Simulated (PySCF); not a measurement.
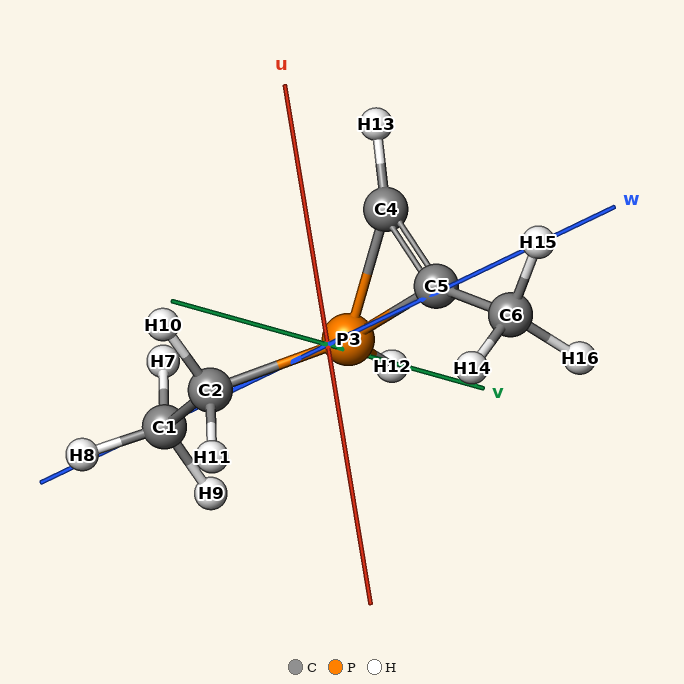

The lines u, v and w are the principal axes of the static dipole polarisability. State: charge +1, singlet. The geometry was computed by an optimisation with GFN2-xTB. No frequency run is at hand to confirm it as a minimum. Method: CAM-B3LYP/def2-SVPD (PySCF 2.14.0).

Question. Along which axis is the molecule most polarisable, and along which least?

Answer. Most along w (close to the long direction C1···C6), least along v.

Question. Give the three principal values.

Answer. u 68.2, v 60.7, w 100.1 bohr³; mean 76.3, anisotropy 36.3 bohr³.

The geometry is semi-empirical. Around P such bond lengths and angles can be off by a tenth of an ångström or more and by several degrees, and values that hang on the shape move with them.
